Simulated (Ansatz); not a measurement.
System: ClH4NO2Si.

Input file:

```
crystal:
  periodic: [false, false, false]
  atoms:
    - { symbol: Si, position_ang: [-0.029177, -0.033783, 0.258773] }
    - { symbol: Cl, position_ang: [1.786413, -0.458051, 1.249511] }
    - { symbol: "N", position_ang: [0.582241, 0.317868, -1.287757] }
    - { symbol: H, position_ang: [1.591569, 0.433842, -1.228277] }
    - { symbol: O, position_ang: [-0.833954, 1.227398, 0.946613] }
    - { symbol: O, position_ang: [-1.045403, -1.328663, 0.367443] }
    - { symbol: H, position_ang: [0.145068, 1.000208, -1.897359] }
    - { symbol: H, position_ang: [-1.465991, 0.98345, 1.636271] }
    - { symbol: H, position_ang: [-0.730665, -2.14237, -0.045318] }
basis:
  gaussian: { orbitals: def2-SVP }
hamiltonian:
  xc: r2scan
  dispersion: d4
relax:
  f_tol: 0.03
  max_steps: 50
output:
  orbitals: {}
```

Run with:

```sh
ansatz run input.yaml --threads 2 --pin off --max-ram 3072MiB --backend cpu --events-out ev --progress --plain --runs-dir out
```

The fields are those of the run's last geometry, not of the input's.

All numbers below come from Ansatz 0.2.0, RKS r2SCAN-D4/def2-SVP.

> What can the converged electron density and electron localisation function tell about the bonding?

Si–O (1.65 Å): ρ at the midpoint is about 1.1 e/Å³; the ELF peaks at about 0.85 between the atoms; a shared but strongly polarised pair.
O–H (0.96 Å): ρ is about 3.6 e/Å³ halfway; the ELF climbs to about 1 towards the hydrogen, as it does in any bond to H; a covalent bond by its length.

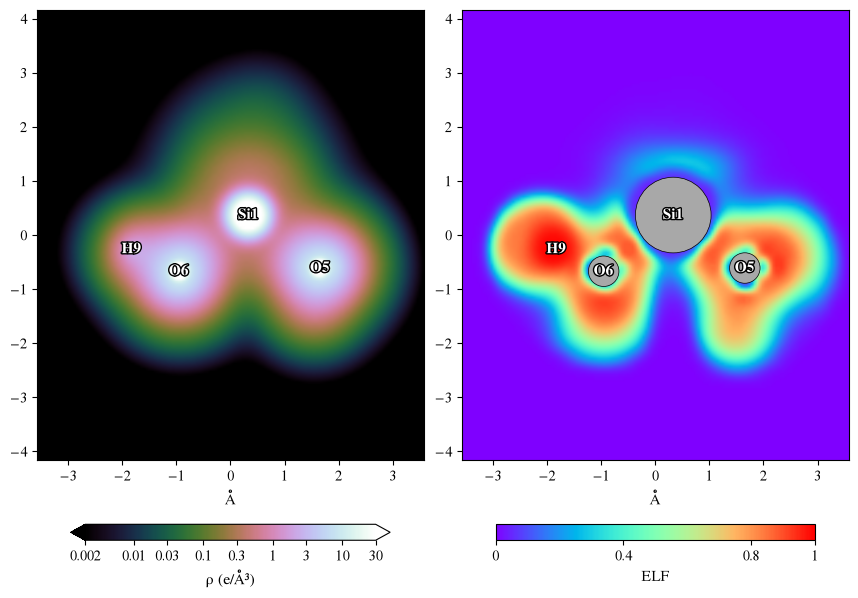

Computed electron density and electron localisation function on the plane of atoms Si1, O6 and H9, in this order. Grey discs cover the atomic cores in the ELF map. 
